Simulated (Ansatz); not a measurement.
# ClHO₃W: shape, modes and thermochemistry

The task is to find a stationary geometry of ClHO₃W, check the end point by its vibrations and derive ideal-gas thermochemistry, and look at its orbitals and charge.

The runs use Ansatz 0.2.0, Gaussian basis; RKS PBE0-D4/def2-TZVP.

The runs, in order: relaxation at PBE-D4/def2-SVP; relaxation at PBE0-D4/def2-TZVP; harmonic vibrations at the same level; a single point in def2-TZVPP for the fields.

## Step 1: Starting geometry

SMILES `[O]=[W](=[O])([OH])[Cl]`, 6 atoms, charge 0, spin multiplicity 1.

Atoms are counted from 1 here; the program's logs count them from 0.

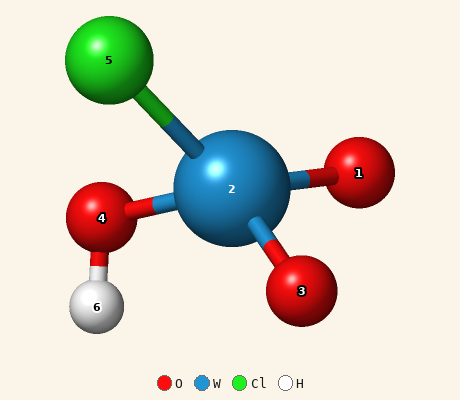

Start geometry, drawn with oxygen red, tungsten blue, chlorine green, hydrogen white; atoms are numbered from 1 in the order of the file.

The start is a force-field geometry with small random shifts, so a cheaper pass at PBE-D4/def2-SVP comes first. W takes the def2 core potential; no spin-orbit term is included.

## Step 2: Optimising with PBE-D4/def2-SVP (cheap first pass)

in.yaml

```yaml
crystal:
  periodic: [false, false, false]
  atoms:
    - {symbol: O, position_ang: [-0.625200, -1.980700, 0.050000]}
    - {symbol: W, position_ang: [0.164100, -0.345200, -0.201100]}
    - {symbol: O, position_ang: [1.815200, -0.639500, 0.589800]}
    - {symbol: O, position_ang: [-1.021000, 0.853500, 0.263200]}
    - {symbol: Cl, position_ang: [0.504400, 1.009500, -1.940100]}
    - {symbol: H, position_ang: [-0.795300, 1.038400, 1.191900]}
basis:
  gaussian: {orbitals: def2-SVP}
hamiltonian: {xc: pbe, dispersion: d4}
relax: {f_tol: 0.03, max_steps: 200}
```

On the command line:

```bash
$ ansatz run in.yaml --threads 4 --pin off --events-out ev --progress --plain --max-ram 10444MiB
```

Output (excerpt; [...] marks lines left out):

```text
Functional definition: PBE
  name "PBE"
  cite "Perdew, Burke & Ernzerhof, Phys. Rev. Lett. 77, 3865 (1996) doi:10.1103/PhysRevLett.77.3865"
  parent pbe
[...]
989 factors; their error is unknown
[...]
mean field -20490.39973768 eV, -753.0083014678 hartree, gradient 1.2e-5 eV, S^2 0.000000; 0 other end points of the search recorded, 0 dependent functions left out
[...]
reference -20490.39980074 eV, -753.0083037855 hartree; 28, 28 occupied and 69, 69 virtual orbitals, 989 factors
relax step   1: F+E_penalty+E_count = -20490.56739319 eV  Δ(F+E_penalty+E_count) = +0.000e0 eV  max|allowed force component| = 9.495e0 eV/Å  Δτ_max = 0.0000 Å  (34 SCF iters, accepted)
[...]
relax step   7: F+E_penalty+E_count = -20493.04515637 eV  Δ(F+E_penalty+E_count) = -1.299e-3 eV  max|allowed force component| = 3.566e-2 eV/Å  Δτ_max = 0.0139 Å  (32 SCF iters, accepted)
[...]
relax step   8: F+E_penalty+E_count = -20493.04592661 eV  Δ(F+E_penalty+E_count) = -7.702e-4 eV  max|allowed force component| = 2.950e-2 eV/Å  Δτ_max = 0.0207 Å  (32 SCF iters, accepted)
989 factors; their error is unknown
[...]
mean field -20492.88010220 eV, -753.0994531827 hartree, gradient 1.6e-5 eV, S^2 0.000000; 1 other end points of the search recorded, 0 dependent functions left out
[...]
reference -20492.88016572 eV, -753.0994555173 hartree; 28, 28 occupied and 69, 69 virtual orbitals, 989 factors
Total energy: -20493.04599013 eV, -753.1055494520 hartree
Atom 0 at    -0.500461    -1.878248    -0.426137 Å, force     0.001550    -0.010515     0.005070 eV/Å
Atom 1 at     0.168549    -0.303989    -0.239786 Å, force     0.023917    -0.006594    -0.027528 eV/Å
Atom 2 at     1.624787    -0.475796     0.659601 Å, force    -0.003046    -0.004935    -0.000224 eV/Å
Atom 3 at    -1.061193     0.745015     0.740220 Å, force    -0.010540     0.029503     0.016708 eV/Å
Atom 4 at     0.662561     0.562987    -2.304854 Å, force    -0.001042    -0.001513     0.000020 eV/Å
Atom 5 at    -0.852043     1.286030     1.524655 Å, force    -0.010839    -0.005946     0.005953 eV/Å
Dipole moment:    -0.176310     0.601737     0.258565 e Å
```

It took 8 s on 4 threads of Arm Neoverse V2, shared host.

Step by step:

| step | energy from step 1 (eV) | largest force component (eV/Å) |
| --- | --- | --- |
| 1 | 0.0000 | 9.4951 |
| 2 | -1.7725 | 1.4138 |
| 3 | -2.2853 | 0.7025 |
| 4 | -2.4409 | 0.8589 |
| 5 | -2.4678 | 0.4021 |
| 6 | -2.4765 | 0.1295 |
| 7 | -2.4778 | 0.0357 |
| 8 | -2.4785 | 0.0295 |

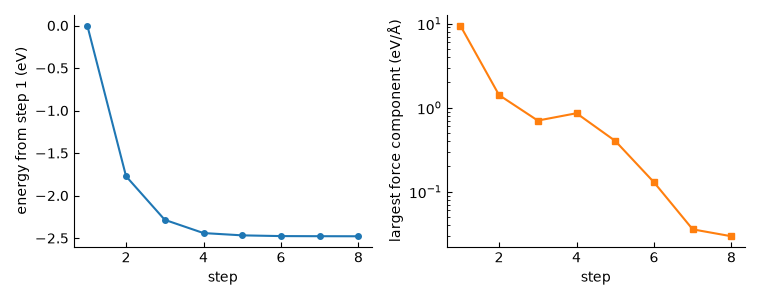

Energy and largest force along the relaxation.

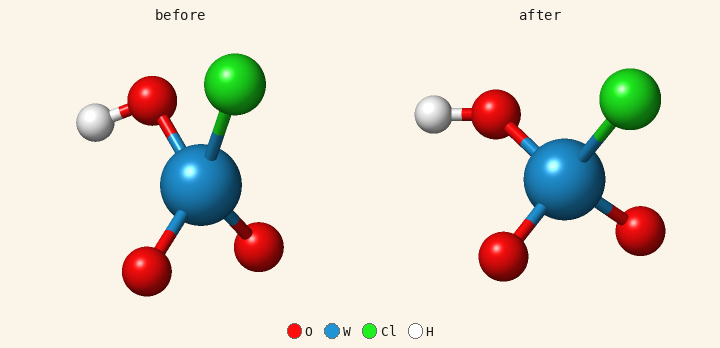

Before and after, at one scale.

Distances of close pairs at the start and the end, largest changes first:

| bond | before (Å) | after (Å) | change (Å) |
| --- | --- | --- | --- |
| W2–H6 | 2.185 | 2.585 | +0.400 |
| W2–O4 | 1.748 | 1.890 | +0.142 |
| W2–O3 | 1.854 | 1.720 | -0.134 |
| O1–W2 | 1.833 | 1.721 | -0.113 |
| W2–Cl5 | 2.231 | 2.294 | +0.063 |
| O4–H6 | 0.973 | 0.976 | +0.002 |

## Step 3: Relaxation at PBE0-D4/def2-TZVP

in.yaml

```yaml
crystal:
  periodic: [false, false, false]
  atoms:
    - {symbol: O, position_ang: [-0.500461, -1.878248, -0.426137]}
    - {symbol: W, position_ang: [0.168549, -0.303989, -0.239786]}
    - {symbol: O, position_ang: [1.624787, -0.475796, 0.659601]}
    - {symbol: O, position_ang: [-1.061193, 0.745015, 0.740220]}
    - {symbol: Cl, position_ang: [0.662561, 0.562987, -2.304854]}
    - {symbol: H, position_ang: [-0.852043, 1.286030, 1.524655]}
basis:
  gaussian: {orbitals: def2-TZVP}
hamiltonian: {xc: pbe0, dispersion: d4}
relax: {f_tol: 0.005, max_steps: 150}
```

Same command.

Output (excerpt; [...] marks lines left out):

```text
Functional definition: PBE0
  name "PBE0"
  cite "Adamo & Barone, J. Chem. Phys. 110, 6158 (1999) doi:10.1063/1.478522"
  cite "Perdew, Burke & Ernzerhof, Phys. Rev. Lett. 77, 3865 (1996) doi:10.1103/PhysRevLett.77.3865"
  parent pbe
[...]
1165 factors; their error is unknown
[...]
mean field -20503.72766419 eV, -753.4980937332 hartree, gradient 5.4e-5 eV, S^2 0.000000; 0 other end points of the search recorded, 0 dependent functions left out
[...]
reference -20503.72769308 eV, -753.4980947947 hartree; 28, 28 occupied and 148, 148 virtual orbitals, 1165 factors
relax step   1: F+E_penalty+E_count = -20503.86924582 eV  Δ(F+E_penalty+E_count) = +0.000e0 eV  max|allowed force component| = 1.328e0 eV/Å  Δτ_max = 0.0000 Å  (31 SCF iters, accepted)
[...]
1165 factors; their error is unknown
[...]
mean field -20503.78109640 eV, -753.5000573305 hartree, gradient 5.3e-5 eV, S^2 0.000000; 1 other end points of the search recorded, 0 dependent functions left out
[...]
reference -20503.78112532 eV, -753.5000583937 hartree; 28, 28 occupied and 148, 148 virtual orbitals, 1165 factors
Total energy: -20503.92444762 eV, -753.5053253908 hartree
Atom 0 at    -0.496063    -1.862103    -0.422873 Å, force     0.000932    -0.001756    -0.000207 eV/Å
Atom 1 at     0.172094    -0.312388    -0.231225 Å, force    -0.000881     0.002502    -0.000521 eV/Å
Atom 2 at     1.611933    -0.473146     0.653825 Å, force    -0.000291    -0.001060     0.000605 eV/Å
Atom 3 at    -1.042638     0.746642     0.720188 Å, force     0.000858     0.000204    -0.000847 eV/Å
Atom 4 at     0.642696     0.565669    -2.266377 Å, force    -0.000665    -0.000191     0.000514 eV/Å
Atom 5 at    -0.845821     1.271325     1.500161 Å, force     0.000048     0.000300     0.000457 eV/Å
Dipole moment:    -0.165467     0.605967     0.218774 e Å
```

It took 17 s on 4 threads of Arm Neoverse V2, shared host.

Along the way:

| step | energy from step 1 (eV) | largest force component (eV/Å) |
| --- | --- | --- |
| 1 | 0.0000 | 1.3277 |
| 2 | -0.0519 | 0.2392 |
| 3 | -0.0550 | 0.0397 |
| 4 | -0.0551 | 0.0136 |
| 5 | -0.0551 | 0.0121 |
| 6 | -0.0552 | 0.0056 |
| 7 | -0.0552 | 0.0025 |

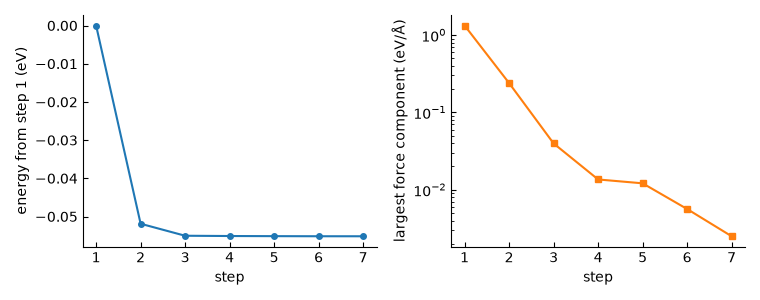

Energy and largest force along the relaxation.

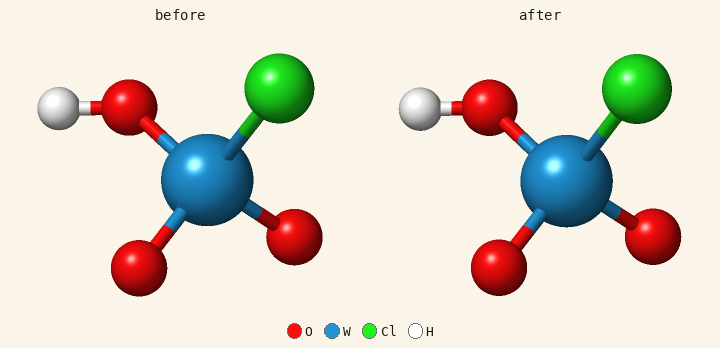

Before and after, at one scale.

Distances of close pairs at the start and the end, largest changes first:

| bond | before (Å) | after (Å) | change (Å) |
| --- | --- | --- | --- |
| W2–Cl5 | 2.294 | 2.266 | -0.028 |
| W2–O3 | 1.720 | 1.698 | -0.022 |
| O1–W2 | 1.721 | 1.698 | -0.022 |
| W2–O4 | 1.890 | 1.871 | -0.019 |
| O4–H6 | 0.976 | 0.960 | -0.015 |

Mulliken charges at the end point, from the run's report:

| atom | value (e) |
| --- | --- |
| O1 | -0.45 |
| W2 | 1.46 |
| O3 | -0.45 |
| O4 | -0.61 |
| Cl5 | -0.30 |
| H6 | 0.37 |

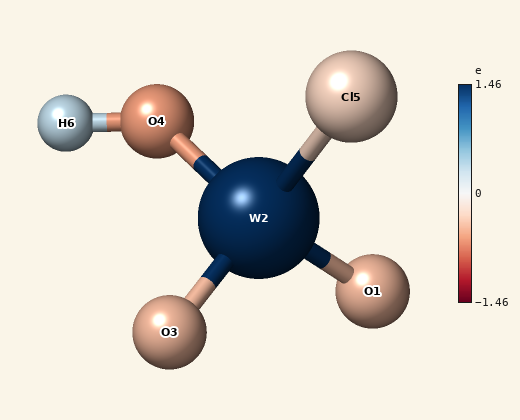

Mulliken charges at the end point, from the run's report, as colours on the atoms.

## Step 4: Vibrations by finite differences

in.yaml

```yaml
crystal:
  periodic: [false, false, false]
  atoms:
    - {symbol: O, position_ang: [-0.496063, -1.862103, -0.422873]}
    - {symbol: W, position_ang: [0.172094, -0.312388, -0.231225]}
    - {symbol: O, position_ang: [1.611933, -0.473146, 0.653825]}
    - {symbol: O, position_ang: [-1.042638, 0.746642, 0.720188]}
    - {symbol: Cl, position_ang: [0.642696, 0.565669, -2.266377]}
    - {symbol: H, position_ang: [-0.845821, 1.271325, 1.500161]}
basis:
  gaussian: {orbitals: def2-TZVP}
hamiltonian: {xc: pbe0, dispersion: d4}
phonons: {temperatures: {t_min: 298.15, t_max: 900, t_step: 200}}
```

The command is unchanged.

Output (excerpt; [...] marks lines left out):

```text
Functional definition: PBE0
  name "PBE0"
  cite "Adamo & Barone, J. Chem. Phys. 110, 6158 (1999) doi:10.1063/1.478522"
  cite "Perdew, Burke & Ernzerhof, Phys. Rev. Lett. 77, 3865 (1996) doi:10.1103/PhysRevLett.77.3865"
  parent pbe
[...]
1165 factors; their error is unknown
[...]
mean field -20503.78108225 eV, -753.5000568108 hartree, gradient 5.8e-5 eV, S^2 0.000000; 0 other end points of the search recorded, 0 dependent functions left out
[...]
reference -20503.78111117 eV, -753.5000578736 hartree; 28, 28 occupied and 148, 148 virtual orbitals, 1165 factors
[...]
1165 factors; their error is unknown
mean field -20503.78103429 eV, -753.5000550483 hartree, gradient 2.5e-6 eV, S^2 0.000000; 0 other end points of the search recorded, 0 dependent functions left out
[...]
reference -20503.78106321 eV, -753.5000561111 hartree; 28, 28 occupied and 148, 148 virtual orbitals, 1165 factors
[...]
reference -20503.78098895 eV, -753.5000533821 hartree; 28, 28 occupied and 148, 148 virtual orbitals, 1165 factors
Total energy: -20503.92443348 eV, -753.5053248712 hartree
Atom 0 at    -0.496063    -1.862103    -0.422873 Å, force     0.000930    -0.001835    -0.000188 eV/Å
Atom 1 at     0.172094    -0.312388    -0.231225 Å, force    -0.000831     0.002631    -0.000824 eV/Å
Atom 2 at     1.611933    -0.473146     0.653825 Å, force    -0.000296    -0.001085     0.000714 eV/Å
Atom 3 at    -1.042638     0.746642     0.720188 Å, force     0.000878     0.000225    -0.000795 eV/Å
Atom 4 at     0.642696     0.565669    -2.266377 Å, force    -0.000732    -0.000237     0.000648 eV/Å
Atom 5 at    -0.845821     1.271325     1.500161 Å, force     0.000051     0.000301     0.000446 eV/Å
Dipole moment:    -0.165467     0.605966     0.218775 e Å
Vibrations: 156.81 181.09 241.04 262.10 275.62 358.99 427.68 614.53 753.73 1018.69 1063.33 3897.21 cm⁻¹, zero-point energy 0.573478 eV
```

Wall time 59 s (4 threads of Arm Neoverse V2, shared host); peak memory 0.43 GiB.

Motions are named by where the mode's potential energy lies. The modes, unscaled (a negative number is an imaginary wavenumber):

| mode | cm⁻¹ | motion |
| --- | --- | --- |
| 1 | 157 | bend |
| 2 | 181 | bend with torsion |
| 3 | 241 | bend |
| 4 | 262 | bend |
| 5 | 276 | torsion |
| 6 | 359 | bend with torsion |
| 7 | 428 | W–Cl stretch |
| 8 | 615 | bend |
| 9 | 754 | W–O stretch |
| 10 | 1019 | W–O stretch |
| 11 | 1063 | W–O stretch |
| 12 | 3897 | O–H stretch |

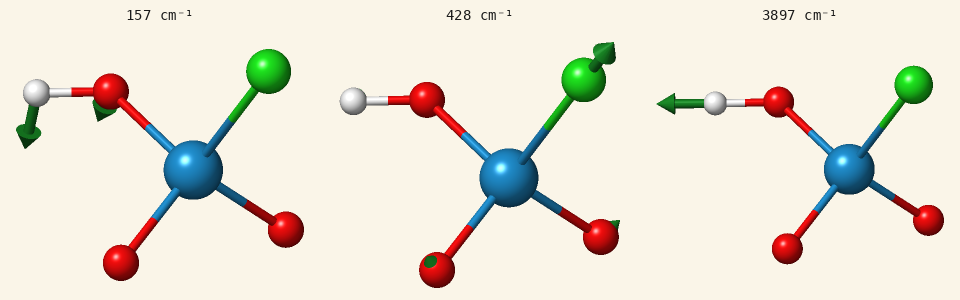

How the atoms move in 3 of the modes.

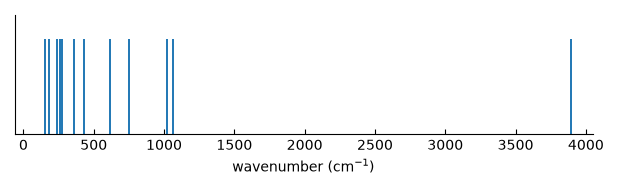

The harmonic wavenumbers as sticks (no intensities were computed).

Ideal gas, rigid rotor and harmonic oscillator at 298.15 K and 1 bar, with symmetry number 1:

| term | value |
| --- | --- |
| zero-point energy | 55.3 kJ/mol |
| H(298) − E | 74.7 kJ/mol |
| entropy, translation | 178.6 J/(mol K) |
| entropy, rotation | 115.1 J/(mol K) |
| entropy, vibration | 53.3 J/(mol K) |
| entropy, total | 347.0 J/(mol K) |

## Step 5: A single point for the fields

Edit in.yaml of step 4 so:

```diff
@@ -10,4 +10,4 @@
 basis:
-  gaussian: {orbitals: def2-TZVP}
+  gaussian: {orbitals: def2-TZVPP}
 hamiltonian: {xc: pbe0, dispersion: d4}
-phonons: {temperatures: {t_min: 298.15, t_max: 900, t_step: 200}}
+output: {orbitals: {seedname: orbitals}}
```

Same command.

Output:

```text
Functional definition: PBE0
  name "PBE0"
  cite "Adamo & Barone, J. Chem. Phys. 110, 6158 (1999) doi:10.1063/1.478522"
  cite "Perdew, Burke & Ernzerhof, Phys. Rev. Lett. 77, 3865 (1996) doi:10.1103/PhysRevLett.77.3865"
  parent pbe
  parameter a = 0.25
  parameter kappa = 0.804
  parameter beta = 0.06672455060314922
  exchange = (1 - a)*pbe_x(kappa = kappa, mu = beta*pi^2/3) + a*exact_x
  correlation = pbe_c(beta = beta)
1237 factors; their error is unknown
mean field evaluation 1: about -20485.7695 eV, gradient 1.1e2 eV
mean field evaluation 2: about -20298.7834 eV, gradient 3.2e2 eV
mean field evaluation 4: about -20502.0648 eV, gradient 3.4e1 eV
mean field evaluation 8: about -20503.9673 eV, gradient 4.9e-1 eV
mean field evaluation 16: about -20504.0269 eV, gradient 3.9e-4 eV
mean field -20504.02694370 eV, -753.5090920523 hartree, gradient 7.4e-5 eV, S^2 0.000000; 0 other end points of the search recorded, 0 dependent functions left out
reference -20504.02697260 eV, -753.5090931142 hartree; 28, 28 occupied and 177, 177 virtual orbitals, 1237 factors
Total energy: -20504.17029490 eV, -753.5143601119 hartree
```

Wall time 1.8 s (4 threads of Arm Neoverse V2, shared host); peak memory 0.47 GiB.

The fields below are evaluated on a grid from the run's orbitals.

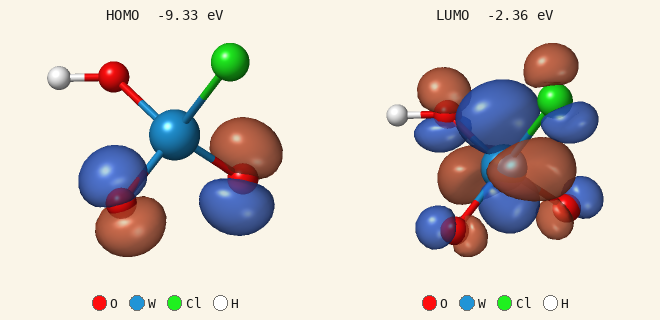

PBE0-D4/def2-TZVPP orbitals near the gap, drawn at the value that encloses 70 % of each; the two colours are the two signs.

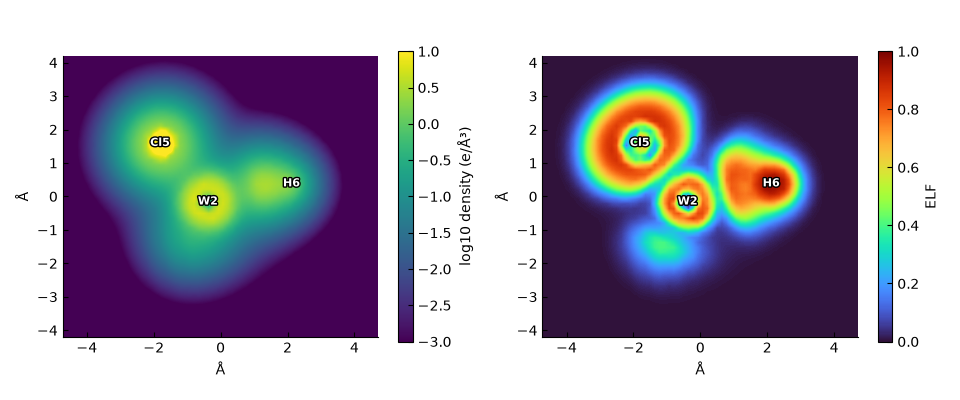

Density (left) and ELF (right) in a plane through or near 3 of the atoms.

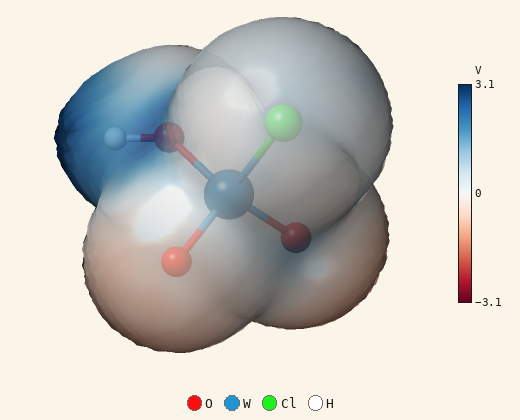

The potential that a unit positive charge feels on the 0.002 e/bohr³ surface, from the 1st to the 99th percentile, from -1.16 V near O1 to 3.10 V near H6.

## Step 6: Outcome

| quantity | value |
| --- | --- |
| point group | C1 |
| steps | 8 + 7 |
| shift from the start (rms) | 0.413 Å |
| total energy | -20503.9244 eV |
| dispersion term | -143 meV |
| dipole moment | 3.19 D |
| lowest, highest wavenumber | 157, 3897 cm⁻¹ |
| zero-point energy | 55.3 kJ/mol |
| entropy at 298.15 K | 347.0 J/(mol K) |
| HOMO, LUMO | -9.33, -2.36 eV |

The atoms moved 0.41 Å (rms) from the start; the bond that changed most is W2–O3, from 1.854 to 1.698 Å. No mode is imaginary: a true minimum at this level. The stiffest mode, 3897 cm⁻¹, is an O–H stretch, and 2 modes under 200 cm⁻¹ make the vibrational entropy uncertain. Harmonic hybrid wavenumbers usually lie a few per cent above measured fundamentals. The largest Mulliken charge, +1.46 e, sits on W2. The HOMO lies mostly on O1, O3 about 47 % each and the LUMO on W2 57 %; Cl5 13 %.
